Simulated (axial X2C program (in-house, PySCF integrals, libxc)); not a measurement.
# PN⁺: bond curves with and without spin–orbit coupling, part 2 of 2

Computed with an in-house X2C program for linear molecules on PySCF integrals; all-electron X2C, P dyall-v3z, N dyall-av3z. The steps go on from the part before.

### Step 9. PBE0, 2c

State followed: Ω = 1/2 (excess of +ω over −ω: ω = 1/2). The scan is laid around 1.481 Å, a first estimate of the minimum, and this SCF restarts from the orbitals of the search.

The SCF at the reference distance of 1.481 Å:

```text
two-component X2C + atomic mean field  PBE0
basis functions 103  fitting functions 582  grid points 4349
iter        total energy     max residual
   1       -396.278521092     6.16e-05
   2       -396.278521113     7.59e-05
   3       -396.278521185     7.50e-05
   4       -396.278521199     1.79e-05
   5       -396.278521199     1.16e-06
converged
one-electron -613.85666443  Coulomb 209.75048051  exact exchange -7.23312872  xc functional -22.40658128  nuclear repulsion 37.51762805  atomic mean-field constant -0.05025533
```

Along the bond, energies from the lowest point:

| R (Å) | E (eV) | μ (D) | HOMO (eV) | LUMO (eV) | iterations |
| --- | --- | --- | --- | --- | --- |
| 1.288 | 1.7921 | -1.58 | -19.28 | -14.04 | 27 |
| 1.348 | 0.7455 | -1.70 | -18.83 | -14.11 | 25 |
| 1.392 | 0.2941 | -1.78 | -18.51 | -14.14 | 25 |
| 1.437 | 0.0614 | -1.85 | -18.21 | -14.17 | 22 |
| 1.481 | 0.0000 | -1.92 | -17.93 | -14.18 | 5 |
| 1.533 | 0.0907 | -1.97 | -17.61 | -14.17 | 36 |
| 1.585 | 0.3059 | -1.98 | -17.30 | -14.15 | 28 |
| 1.651 | 0.6881 | -1.91 | -16.94 | -14.08 | 29 |
| 1.733 | 1.2062 | -1.72 | -16.58 | -14.00 | 27 |
| 1.851 | 1.9069 | -1.40 | -16.19 | -13.86 | 23 |

Dipoles are positive if N is the positive end and refer to the centre of mass.

Outer spinors at the reference distance:

```tsv
ω	occupied	ε (eV)	atomic character	λ mixture
1/2	yes	-33.80	55% N s, 17% P s, 13% P p	100% σ
-1/2	yes	-32.41	50% N s, 21% P s, 12% P p	100% σ
1/2	yes	-23.58	42% N p, 30% P s, 17% N s	100% σ
-1/2	yes	-21.74	40% P s, 21% P p, 16% N p	100% σ
1/2	yes	-19.61	39% N p, 33% P p, 18% P s	100% σ
-1/2	yes	-18.62	68% N p, 24% P p, 4% P d	100% π
3/2	yes	-18.60	68% N p, 24% P p, 4% P d	100% π
1/2	yes	-17.95	57% N p, 34% P p, 4% N d	100% π
-3/2	yes	-17.93	57% N p, 34% P p, 4% N d	100% π
-1/2	no	-14.18	57% N p, 21% P p, 15% N s	100% σ
-1/2	no	-10.62	53% P p, 21% N p, 12% P d	100% π
3/2	no	-10.59	53% P p, 21% N p, 12% P d	100% π
1/2	no	-10.24	43% P p, 30% N p, 14% P d	100% π
```

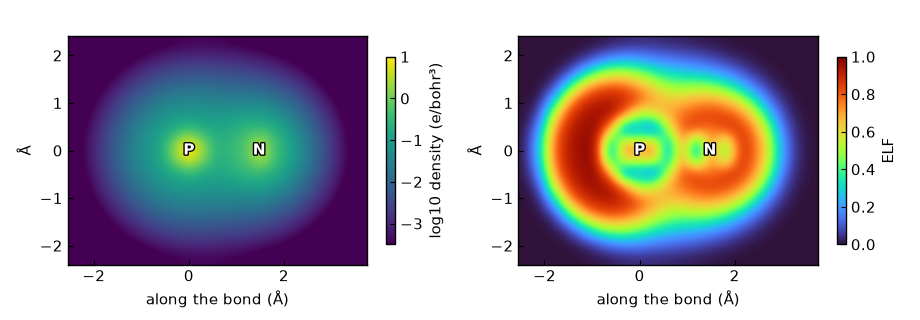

PBE0 fields in a plane through the axis, from a grid of 0.3 Å; P lies at z = 0 and N at z = 1.481 Å; the ELF is damped to zero where the density is low.

Re = 1.478 Å, ωe = 1379 cm⁻¹, ωexe = 10.1 cm⁻¹, Be = 0.8007 cm⁻¹, De = 4.60 eV, μ = -1.91 D.

### Step 10. HF, 2c

The SCF at the reference distance of 1.481 Å:

```text
two-component X2C + atomic mean field  HF
basis functions 103  fitting functions 582  grid points 4349
iter        total energy     max residual
   1       -395.571326074     1.19e-01
   2       -395.589397801     1.97e-02
   3       -395.593861548     1.81e-02
   4       -395.598147765     2.26e-02
   5       -395.601992349     1.96e-02
   6       -395.605379370     1.73e-02
   7       -395.606982445     8.44e-03
   8       -395.607275483     4.64e-03
   9       -395.607426590     1.47e-03
  10       -395.607441193     8.92e-04
  11       -395.607444280     2.40e-04
  12       -395.607444710     1.17e-04
  13       -395.607444861     1.10e-04
  14       -395.607444988     9.59e-05
  15       -395.607445109     7.74e-05
  16       -395.607445299     9.11e-05
  17       -395.607445427     6.69e-05
  18       -395.607445472     2.02e-05
  19       -395.607445480     1.36e-05
  20       -395.607445481     9.69e-06
  21       -395.607445482     4.18e-06
  22       -395.607445483     2.10e-06
converged
one-electron -613.57003306  Coulomb 209.58076076  exact exchange -29.08554590  xc functional 0.00000000  nuclear repulsion 37.51762805  atomic mean-field constant -0.05025533
```

Re = 1.538 Å, ωe = 795 cm⁻¹, ωexe = 21.6 cm⁻¹, Be = 0.7395 cm⁻¹, De = 1.41 eV, μ = -0.71 D.

### Step 11. B3LYP, 2c

The SCF at the reference distance of 1.481 Å:

```text
two-component X2C + atomic mean field  B3LYP
basis functions 103  fitting functions 582  grid points 4349
iter        total energy     max residual
   1       -396.494065643     2.55e-02
   2       -396.494932250     9.73e-03
   3       -396.495290492     6.29e-03
   4       -396.495393669     7.22e-04
   5       -396.495407220     4.71e-04
   6       -396.495414841     1.66e-04
   7       -396.495416274     8.85e-05
   8       -396.495416368     2.33e-05
   9       -396.495416378     1.09e-05
converged
one-electron -613.91288963  Coulomb 209.80592479  exact exchange -5.78450896  xc functional -24.07131530  nuclear repulsion 37.51762805  atomic mean-field constant -0.05025533
```

Re = 1.482 Å, ωe = 1356 cm⁻¹, ωexe = 8.06 cm⁻¹, Be = 0.7957 cm⁻¹, De = 4.70 eV, μ = -2.01 D.

### Step 12. Correlated methods, 2c

Correlated methods: 9 electrons correlated (frozen shells, counted by type: P 2 s, 1 p; N 1 s), 169 virtual spinors in MP2, 90 natural virtuals in coupled cluster.

Output of the correlated part at 1.481 Å:

```text
correlated 9  virtual 169  natural virtual 90  E(MP2) -0.244134587  MP2 remainder -0.004908632
iter   CCSD correlation   residual
   1     -0.252951060   1.47e-01
   2     -0.266896291   8.90e-02
   3     -0.278801327   6.20e-02
   4     -0.286287069   3.61e-02
   5     -0.288598088   1.39e-02
   6     -0.288890048   5.91e-03
   7     -0.288986038   2.50e-03
   8     -0.288938256   1.11e-03
   9     -0.288930065   5.07e-04
  10     -0.288940008   2.23e-04
  11     -0.288937900   1.08e-04
  12     -0.288938915   6.82e-05
  13     -0.288936438   5.28e-05
  14     -0.288934257   4.22e-05
  15     -0.288932683   3.13e-05
  16     -0.288932816   1.92e-05
  17     -0.288933814   1.04e-05
  18     -0.288934521   5.39e-06
  19     -0.288934879   2.84e-06
  20     -0.288935067   1.16e-06
  21     -0.288935067   4.50e-07
(T) -0.017529621  T1 0.1236  D1 0.1926  max T2 0.094
```

MP2: No constants are quoted: the reference is strongly spin-contaminated.

CCSD: Re = 1.483 Å, ωe = 1356 cm⁻¹, ωexe = 9.47 cm⁻¹, Be = 0.7953 cm⁻¹, De = 3.97 eV. T1 at Re = 0.088 (Lee–Taylor, the printed value over √2).

CCSD(T): Re = 1.487 Å, ωe = 1353 cm⁻¹, ωexe = 8.12 cm⁻¹, Be = 0.7906 cm⁻¹, De = 4.32 eV. T1 at Re = 0.089 (Lee–Taylor, the printed value over √2).

### Step 13. A higher determinant, 2c

State: Ω = 3/2 (excess of +ω over −ω: ω = 3/2).

Output at the reference distance:

```text
two-component X2C + atomic mean field  PBE0
basis functions 103  fitting functions 582  grid points 4349
iter        total energy     max residual
   1       -396.259827160     5.73e-05
   2       -396.259827169     7.49e-05
   3       -396.259827193     3.60e-05
   4       -396.259827199     1.64e-05
converged
one-electron -613.82504831  Coulomb 209.76183788  exact exchange -7.24482444  xc functional -22.41916505  nuclear repulsion 37.51762805  atomic mean-field constant -0.05025533
```

| R (Å) | E above the lowest PBE0 point (eV) |
| --- | --- |
| 1.288 | 3.582 |
| 1.348 | 2.080 |
| 1.392 | 1.325 |
| 1.437 | 0.817 |
| 1.481 | 0.509 |
| 1.533 | 0.344 |
| 1.585 | 0.341 |
| 1.651 | 0.506 |
| 1.733 | 0.862 |

Re = 1.559 Å, ωe = 1202 cm⁻¹, ωexe = 8.2 cm⁻¹, Be = 0.719 cm⁻¹, μ = -2.48 D. Te = 0.33 eV.

### Step 14. The 2c curves together

Energy (eV) of the followed determinant, 2c, from each level's lowest point:

| R (Å) | PBE0 | HF | MP2 (spin-contaminated) | CCSD | CCSD(T) | B3LYP |
| --- | --- | --- | --- | --- | --- | --- |
| 1.288 | 1.792 | 1.800 | 1.375 | n/a | n/a | 1.839 |
| 1.348 | 0.746 | 0.831 | 0.392 | 0.798 | 0.851 | 0.781 |
| 1.392 | 0.294 | 0.409 | 0.062 | 0.326 | 0.358 | 0.319 |
| 1.437 | 0.061 | 0.166 | 0.000 | 0.076 | 0.091 | 0.075 |
| 1.481 | 0.000 | 0.044 | 0.112 | 0.000 | 0.000 | 0.000 |
| 1.533 | 0.091 | 0.000 | 0.362 | 0.073 | 0.060 | 0.075 |
| 1.585 | 0.306 | 0.021 | 0.668 | 0.271 | 0.251 | 0.277 |
| 1.651 | 0.688 | 0.098 | 1.073 | 0.640 | 0.622 | 0.653 |
| 1.733 | 1.206 | 0.224 | 1.527 | n/a | n/a | 1.188 |
| 1.851 | 1.907 | 0.414 | 2.052 | n/a | n/a | 1.927 |

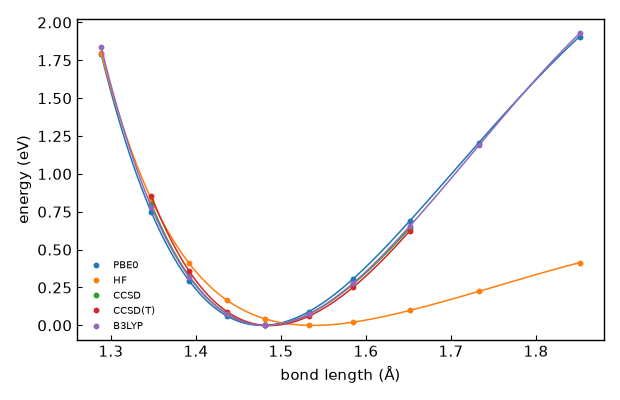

Curves of the followed state, 2c, each from its own lowest point. Left out: MP2.

The whole job took 1.7 min on 1 thread of Arm Neoverse V1, shared host; peak memory 0.51 GiB.

### Step 15. Constants

What follows sums up all 2 parts.

Lowest determinant that the search found at its distance, spin-free: M_S = 1/2, Λ = 0 (beyond closed shells: σα).

Lowest determinant that the search found at its distance, 2c: Ω = 1/2 (excess of +ω over −ω: ω = 1/2).

| Hamiltonian | level | Re (Å) | ωe (cm⁻¹) | De (eV) | μ (D) |
| --- | --- | --- | --- | --- | --- |
| spin-free | PBE0 | 1.477 | 1379 | 4.60 | -1.91 |
| spin-free | HF | 1.538 | 795 | 1.42 | -0.71 |
| spin-free | CCSD | 1.482 | 1356 | 3.97 | n/a |
| spin-free | CCSD(T) | 1.487 | 1353 | 4.32 | n/a |
| spin-free | B3LYP | 1.482 | 1356 | 4.70 | -2.00 |
| 2c | PBE0 | 1.478 | 1379 | 4.60 | -1.91 |
| 2c | HF | 1.538 | 795 | 1.41 | -0.71 |
| 2c | CCSD | 1.483 | 1356 | 3.97 | n/a |
| 2c | CCSD(T) | 1.487 | 1353 | 4.32 | n/a |
| 2c | B3LYP | 1.482 | 1356 | 4.70 | -2.01 |

Dipoles are positive if N is the positive end and refer to the centre of mass. No constants: spin-free MP2 (the reference is strongly spin-contaminated); 2c MP2 (the reference is strongly spin-contaminated). Spin-free ⟨S²⟩ is off its pure value at HF 1.67.

Time per point (s) on 1 thread of Arm Neoverse V1, shared host (2c runs; CCSD comes with the CCSD(T) run); the times are rough: PBE0 0.46, HF 0.25, CCSD(T) 4.1, B3LYP 0.49.

What this shows: At CCSD(T), going from spin-free to two-component changes Re by 0 mÅ, ωe by 0.0 %, which is small (part of it comes from the scalar share of the two-electron terms). De moves by 0.00 eV; both De rest on single-determinant atoms, which can miss part of an open shell's spin–orbit lowering.

De refers to P+ + N, each in the lowest determinant found, which need not be this curve's own limit. Each curve is one determinant whose occupation by symmetry is held fixed; it was picked as the lowest of a PBE0 search that is not exhaustive. Dissociation energies refer to the lowest single-determinant-based atoms at the same level and basis. Density functionals use the spin component along the axis (collinear). Coupled cluster ran in a truncated set of natural virtual spinors; the MP2 energy of the rest was added. The spin-free determinant is spin-contaminated at some levels. T1 at Re is 0.089 (Lee–Taylor), above the customary mark of 0.02.
